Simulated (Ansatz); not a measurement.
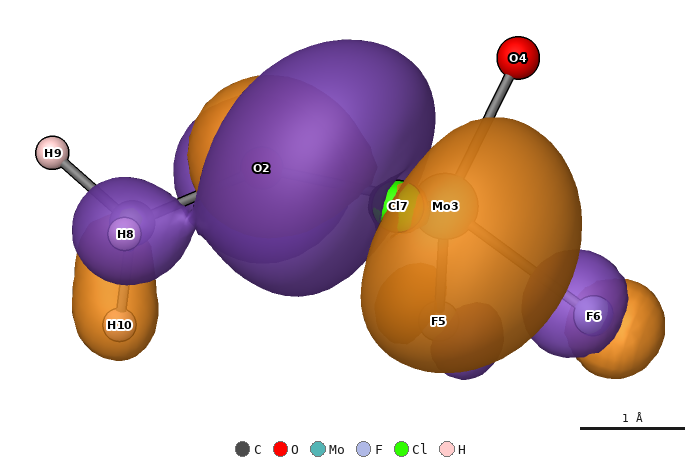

Figure 1: CH3ClF2MoO2 (SMILES C[O][Mo](=[O])([F])([F])[Cl]). The HOMO at ±0.08 Å⁻³ᐟ² (orange and purple are the two phases), seen from one side.

Geometry: PBE0-D4/def2-TZVP; core potentials replace the inner electrons of Mo.

Level of theory: RKS PBE0-D4/def2-TZVPP (Ansatz).

The calculation's input:

```
crystal:
  periodic: [false, false, false]
  atoms:
    - {symbol: C, position_ang: [0.554471, -1.592234, -0.298060]}
    - {symbol: O, position_ang: [-0.410706, -0.648171, 0.062194]}
    - {symbol: Mo, position_ang: [-0.601933, 1.161719, 0.219639]}
    - {symbol: O, position_ang: [-1.988281, 1.286754, 1.098027]}
    - {symbol: F, position_ang: [-0.981714, 1.246094, -1.592235]}
    - {symbol: F, position_ang: [-0.086448, 2.922490, -0.005886]}
    - {symbol: Cl, position_ang: [1.179057, 1.076450, 1.671399]}
    - {symbol: H, position_ang: [1.428563, -1.462020, 0.350984]}
    - {symbol: H, position_ang: [0.136669, -2.590626, -0.162287]}
    - {symbol: H, position_ang: [0.853323, -1.451655, -1.340875]}
basis:
  gaussian: {orbitals: def2-TZVPP}
hamiltonian: {xc: pbe0, dispersion: d4}
output: {orbitals: {seedname: orbitals}}
```

Run with:

```sh
ansatz run in.yaml --threads 4 --pin off --events-out ev --progress --plain --max-ram 11315MiB
```

> What is the character of this orbital?

By Hirshfeld shares it lies mainly on Cl7 (about 70 %) and O2 (about 15 %); largely a lone pair of Cl7. Its energy is −9.24 eV.
